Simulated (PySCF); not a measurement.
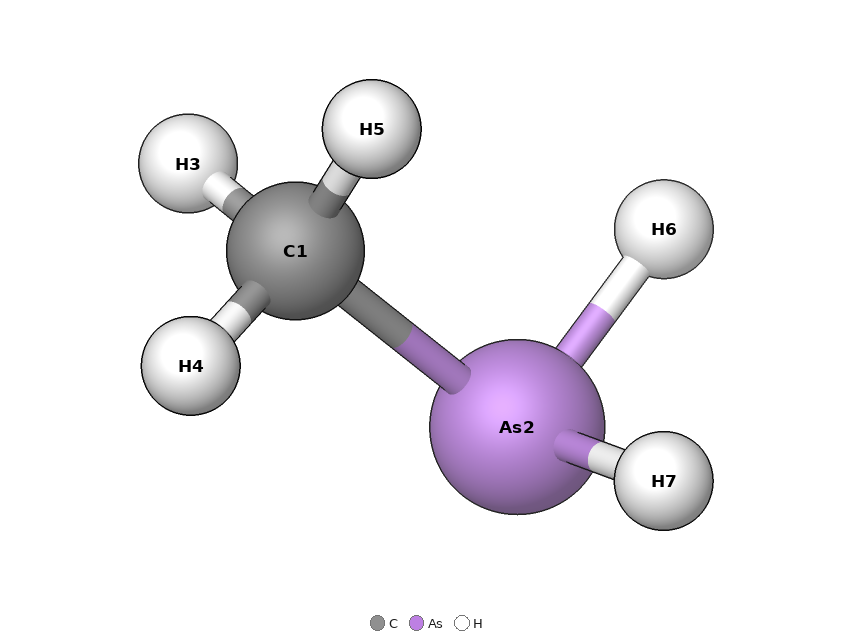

Computed geometry: PBE0-D3(BJ)/def2-SVP optimisation. No frequency run is at hand to confirm it as a minimum. Level of theory: delta-SCF UKS SCAN, pcX-2 on the ionised atom, pcseg-1 elsewhere, spin-free X2C (PySCF 2.14.0).

Give the core-electron binding energies (to vacuum) of C1 1s.

| atom | level | binding energy (eV) |
| --- | --- | --- |
| C1 | 1s | 290.6 |
